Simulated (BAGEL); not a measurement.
**C2H7Al (SMILES [CH3][AlH][CH3]): a chain of runs**

Aim: the energy (HF/6-31G*), then a single-point energy (NEVPT2(2,2)/6-31G*), then a single-point energy (CASPT2(2,2)/6-31G*) of C2H7Al. 

The results are computed with BAGEL 1.2.2.

2 further runs of the same task are left out: 2 set aside as unsound or not needed.

## Step 1: The structure to begin with

C2H7Al: 10 atoms, total charge 0, spin state singlet. As SMILES, `[CH3][AlH][CH3]`. Geometry: relaxed at PBE0-D4/def2-TZVP.

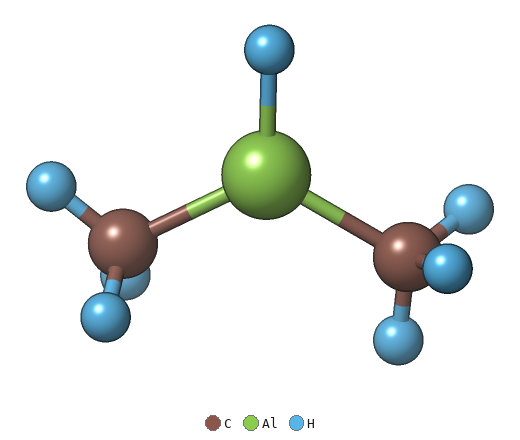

The structure, seen from a chosen angle (carbon brown, aluminium green, hydrogen blue).

## Step 2: The energy at HF/6-31G(d) (density fitting with svp-jkfit, spherical functions) (run 1)

Contents of input.json:

```json
{ "bagel" : [

{
  "title" : "molecule",
  "basis" : "6-31gs.json",
  "df_basis" : "svp-jkfit",
  "angstrom" : true,
  "geometry" : [
    { "atom" : "C", "xyz" : [      -1.219081,       0.923601,      -0.783320 ] },
    { "atom" : "Al", "xyz" : [       0.496819,       0.021801,      -0.536420 ] },
    { "atom" : "C", "xyz" : [       0.903919,      -0.948999,       1.109680 ] },
    { "atom" : "H", "xyz" : [      -2.053981,       0.233201,      -0.621220 ] },
    { "atom" : "H", "xyz" : [      -1.336981,       1.368501,      -1.773820 ] },
    { "atom" : "H", "xyz" : [      -1.340281,       1.723701,      -0.043620 ] },
    { "atom" : "H", "xyz" : [       1.605700,       0.078800,      -1.681200 ] },
    { "atom" : "H", "xyz" : [       0.069019,      -0.979999,       1.813980 ] },
    { "atom" : "H", "xyz" : [       1.201919,      -1.980899,       0.894280 ] },
    { "atom" : "H", "xyz" : [       1.756319,      -0.490899,       1.624480 ] }
  ]
},

{ "title" : "hf" },

{ "title" : "print", "file" : "orbitals.molden", "orbitals" : true }

]}
```

The basis set 6-31G* is read from a file made from the Basis Set Exchange's data (not shown).

Launch:

```console
$ BAGEL_NUM_THREADS=1 BAGEL input.json > input.out
```

Log:

```text
* using 1 threads per process

  ===============================================================
  ===============================================================

  *** Geometry ***

  { "atom" : "C", "xyz" : [     -2.303729,      1.745353,     -1.480260 ] },
  { "atom" : "Al", "xyz" : [      0.938852,      0.041198,     -1.013687 ] },
  { "atom" : "C", "xyz" : [      1.708159,     -1.793348,      2.096991 ] },
[... 6 lines of this table left out ...]
  { "atom" : "H", "xyz" : [      3.318962,     -0.927665,      3.069822 ] },

  Number of auxiliary basis functions:      404

  Since a DF basis is specified, we compute 2- and 3-index integrals:
    o Being stored without compression. Storage requirement is 0.012 GB

  Number of basis functions:       60
  Number of electrons      :       32

    * METHOD: MOLECULE                             0.15

  *** RHF ***

  === Nuclear Repulsion ===
    96.4505322866

      * DIIS with orbital gradients will be used.

  === RHF iteration (6-31gs.json) ===
      0       -321.58650967          0.01928551           0.03
      1       -321.68835030          0.00752809           0.03
      2       -321.70642971          0.00149388           0.03
[... 7 lines of this table left out ...]
     10       -321.70740893          0.00000000           0.03
    * SCF iteration converged.

    * Permanent dipole moment:
           (    0.156976,     0.009005,    -0.162560) a.u.

    * METHOD: HF                                   0.39

    * METHOD: PRINT                                0.01

  ===============================================================
```

It took 0.66 s on 1 thread of Arm Neoverse V1, shared host; peak memory 0.15 GiB.

## Step 3: A single-point energy at NEVPT2(2,2)/6-31G(d) (density fitting with svp-jkfit, spherical functions) (run 2)

Contents of nevpt2.json:

```json
{ "bagel" : [

{
  "title" : "molecule",
  "basis" : "6-31gs.json",
  "df_basis" : "svp-jkfit",
  "angstrom" : true,
  "geometry" : [
    { "atom" : "C", "xyz" : [   -1.219081,    0.923601,   -0.783320 ] },
    { "atom" : "Al", "xyz" : [    0.496819,    0.021801,   -0.536420 ] },
    { "atom" : "C", "xyz" : [    0.903919,   -0.948999,    1.109680 ] },
    { "atom" : "H", "xyz" : [   -2.053981,    0.233201,   -0.621220 ] },
    { "atom" : "H", "xyz" : [   -1.336981,    1.368501,   -1.773820 ] },
    { "atom" : "H", "xyz" : [   -1.340281,    1.723701,   -0.043620 ] },
    { "atom" : "H", "xyz" : [    1.605700,    0.078800,   -1.681200 ] },
    { "atom" : "H", "xyz" : [    0.069019,   -0.979999,    1.813980 ] },
    { "atom" : "H", "xyz" : [    1.201919,   -1.980899,    0.894280 ] },
    { "atom" : "H", "xyz" : [    1.756319,   -0.490899,    1.624480 ] }
  ]
},
{ "title" : "hf" },
{ "title" : "casscf", "nstate" : 1, "nact" : 2, "nclosed" : 15, "active" : [15, 20], "maxiter" : 200, "natocc" : true },
{ "title" : "nevpt2", "nstate" : 1, "nact" : 2, "nclosed" : 15, "active" : [15, 20], "maxiter" : 200, "natocc" : true, "ncore" : 7 },
{ "title" : "print", "file" : "orbitals.molden", "orbitals" : true }

]}
```

The basis set 6-31G* is read from a file made from the Basis Set Exchange's data (not shown).

Launch:

```console
$ BAGEL_NUM_THREADS=1 BAGEL nevpt2.json > nevpt2.out
```

Log:

```text
* using 1 threads per process

  ===============================================================
  ===============================================================

  *** Geometry ***

  { "atom" : "C", "xyz" : [     -2.303729,      1.745353,     -1.480260 ] },
  { "atom" : "Al", "xyz" : [      0.938852,      0.041198,     -1.013687 ] },
  { "atom" : "C", "xyz" : [      1.708159,     -1.793348,      2.096991 ] },
[... 6 lines of this table left out ...]
  { "atom" : "H", "xyz" : [      3.318962,     -0.927665,      3.069822 ] },

[... 23 lines left out ...]
    * SCF iteration converged.
[... 1 line left out ...]
    * Permanent dipole moment:
[... 27 lines left out ...]
    * Second-order optimization converged. *
[... 9 lines left out ...]
     * ci vector, state   0, <S^2> = 0.0000
[... 3 lines left out ...]
    * METHOD: CASSCF                               1.70

    * freezing 7 orbitals

  === DF-NEVPT2 calculation ===

    * 3-index integral transformation done
    * assembly done

      NEVPT2 correlation energy:   -0.3011055216      0.06

          (+0)     -0.2834473597
          (+0)'    -0.0010945870
          (+1)     -0.0045175802
          (+1)'    -0.0000000000
          (+2)     -0.0000846335
          (-1)     -0.0079595281
          (-1)'     0.0000000000
          (-2)     -0.0040018331

      NEVPT2 total energy:       -322.0219674001

    * METHOD: NEVPT2                               0.12

    * METHOD: PRINT                                0.01

  ===============================================================
```

It took 2.5 s on 1 thread of Arm Neoverse V1, shared host; peak memory 0.15 GiB.

## Step 4: A single-point energy at CASPT2(2,2)/6-31G(d) (density fitting with svp-jkfit, spherical functions) (run 3)

Contents of calc.json:

```json
{ "bagel": [

{
  "title": "molecule",
  "basis": "6-31gs.json",
  "df_basis": "svp-jkfit",
  "angstrom": true,
  "geometry": [
    { "atom": "C", "xyz": [      -1.219081,       0.923601,      -0.783320 ] },
    { "atom": "Al", "xyz": [       0.496819,       0.021801,      -0.536420 ] },
    { "atom": "C", "xyz": [       0.903919,      -0.948999,       1.109680 ] },
    { "atom": "H", "xyz": [      -2.053981,       0.233201,      -0.621220 ] },
    { "atom": "H", "xyz": [      -1.336981,       1.368501,      -1.773820 ] },
    { "atom": "H", "xyz": [      -1.340281,       1.723701,      -0.043620 ] },
    { "atom": "H", "xyz": [       1.605700,       0.078800,      -1.681200 ] },
    { "atom": "H", "xyz": [       0.069019,      -0.979999,       1.813980 ] },
    { "atom": "H", "xyz": [       1.201919,      -1.980899,       0.894280 ] },
    { "atom": "H", "xyz": [       1.756319,      -0.490899,       1.624480 ] }
  ]
},

{
  "title": "hf"
},

{
  "title": "casscf",
  "nstate": 1,
  "nact": 2,
  "nclosed": 15,
  "active": [15, 20],
  "maxiter": 200,
  "natocc": true
},

{
  "title": "print",
  "file": "orbitals.molden",
  "orbitals": true
},

{
  "title": "smith",
  "method": "caspt2",
  "ms": true,
  "xms": true,
  "sssr": true,
  "shift": 0.2,
  "shift_imag": true,
  "ncore": 7
}

]}
```

The basis set 6-31G* is read from a file made from the Basis Set Exchange's data (not shown).

Launch:

```console
$ BAGEL_NUM_THREADS=1 BAGEL calc.json > calc.out
```

Log:

```text
* using 1 threads per process

  ===============================================================
  ===============================================================

  *** Geometry ***

  { "atom" : "C", "xyz" : [     -2.303729,      1.745353,     -1.480260 ] },
  { "atom" : "Al", "xyz" : [      0.938852,      0.041198,     -1.013687 ] },
  { "atom" : "C", "xyz" : [      1.708159,     -1.793348,      2.096991 ] },
[... 6 lines of this table left out ...]
  { "atom" : "H", "xyz" : [      3.318962,     -0.927665,      3.069822 ] },

[... 25 lines left out ...]
    * Permanent dipole moment:
[... 37 lines left out ...]
     * ci vector, state   0, <S^2> = 0.0000
[... 21 lines left out ...]
       #      aibj      arbs      arbi      airj      risj      airs      arst      rist         Etot      error   time
[... 10 lines left out ...]
      ------------------------------------------------------------------------------------------------------------------

    * CASPT2 energy : state  0     -322.0258267403
        w/o shift correction       -322.0239906102
        reference weight              0.9000787810

    * METHOD: SMITH                                0.25

  ===============================================================
```

Run time: 2.6 s. Hardware: 1 thread of Arm Neoverse V1, shared host; peak memory 0.15 GiB.

## Step 5: Outcome

```
                               quantity          value
         run 1, HF/6-31G*: total energy  -321.70741 Eh
        run 1, HF/6-31G*: dipole moment         0.57 D
          run 1, HF/6-31G*: HOMO energy      -10.72 eV
          run 1, HF/6-31G*: LUMO energy        1.87 eV
        run 1, HF/6-31G*: HOMO–LUMO gap       12.59 eV
run 2, NEVPT2(2,2)/6-31G*: total energy  -322.02197 Eh
run 3, CASPT2(2,2)/6-31G*: total energy  -322.02583 Eh
```
